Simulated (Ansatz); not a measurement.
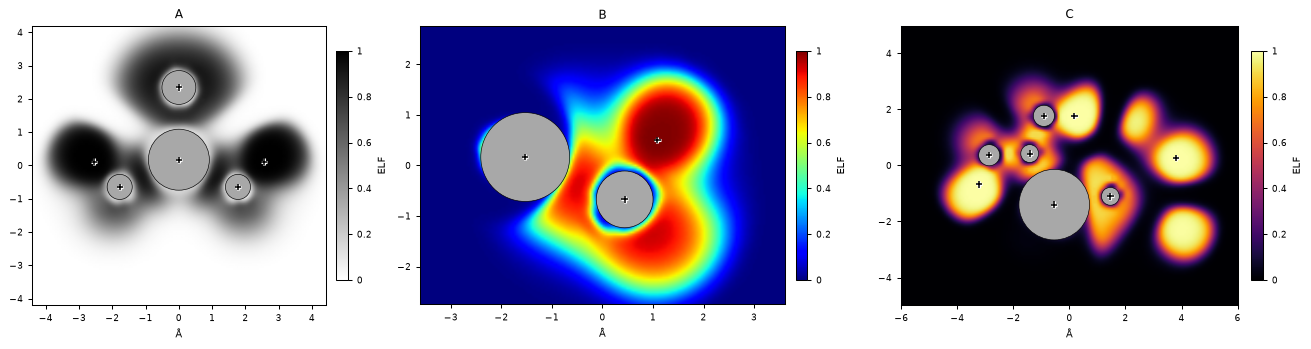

The electron localisation function of 3 systems, each on a plane through atoms (crosses mark nuclei in the plane; grey discs cover the cores).

All numbers below come from RKS PBE0-D4/def2-TZVPP (Ansatz 0.2.0).

System 1: C2H6ClGa (SMILES [CH3][Ga]([CH3])[Cl]), the plane of atoms Ga2, C3 and H8. Geometry: PBE0-D4/def2-TZVP.

```xyz
10

C    -0.5370    1.4649   -0.8820
Ga   -0.4073   -0.3288   -0.1114
C     0.9825   -1.1375    1.0031
Cl   -2.0766   -1.6381   -0.5734
H    -1.4765    1.5876   -1.4197
H    -0.4724    2.2223   -0.0972
H     0.2921    1.6384   -1.5726
H     0.7143   -2.1573    1.2764
H     1.9346   -1.1522    0.4667
H     1.1294   -0.5507    1.9131
```

System 2: C6H16F2N2Zr, the plane of atoms C1, N2 and C3. Geometry: PBE0-D4/def2-TZVP; core potentials replace the inner electrons of Zr.

```xyz
27

C     0.0277    1.5899    2.1601
N     0.2598    2.1397    0.8516
C     0.0532    3.5694    0.7963
Zr    0.8147    1.3414   -0.9208
F     2.5467    2.0436   -1.3766
F    -0.5103    1.8636   -2.2265
N     0.9723   -0.6609   -0.6537
C    -0.0589   -1.6958   -0.6238
C    -1.4198   -1.0075   -0.6348
C     0.0870   -2.5258    0.6495
C     0.0689   -2.6013   -1.8471
H     0.6921    2.0414    2.9112
H     0.2088    0.5138    2.1588
H    -1.0061    1.7628    2.4951
H    -0.9778    3.8438    1.0606
H     0.7326    4.1074    1.4720
H     0.2337    3.9601   -0.2146
H     1.8971   -1.0773   -0.5939
H    -1.5615   -0.4194   -1.5469
H    -1.5306   -0.3457    0.2307
H    -2.2263   -1.7418   -0.5920
H    -0.6740   -3.3090    0.6975
H    -0.0122   -1.8932    1.5342
H     1.0679   -3.0083    0.6852
H    -0.0410   -2.0202   -2.7652
H     1.0493   -3.0853   -1.8669
H    -0.6932   -3.3852   -1.8399
```

System 3: HLiS (SMILES [Li][SH]), the molecular plane. Geometry: PBE0-D4/def2-TZVP.

```xyz
3

Li    1.0279   -1.0726    0.4383
S    -0.6986   -0.1217   -0.3930
H    -0.3402    1.1295   -0.0586
```

Which map belongs to which system?

Panel A is system 1, C2H6ClGa: the plane holds C, Ga, Cl and H. C–Ga (1.96 Å): the ELF peaks at about 0.90 in the valence shell of C, 0.7 Å from its nucleus, and is about 0.55 at the midpoint. Panel B is system 3, HLiS: the plane holds Li, S and H. Li–S (2.14 Å): the ELF peaks at about 0.90 in the valence shell of S, 1.0 Å from its nucleus, and falls to about 0.15 next to Li (an ionic contact with no shared pair). Panel C is system 2, C6H16F2N2Zr: the plane holds C, N, Zr and H. C–N (1.44 Å): the ELF peaks at about 0.90 between the atoms (a covalent bond).
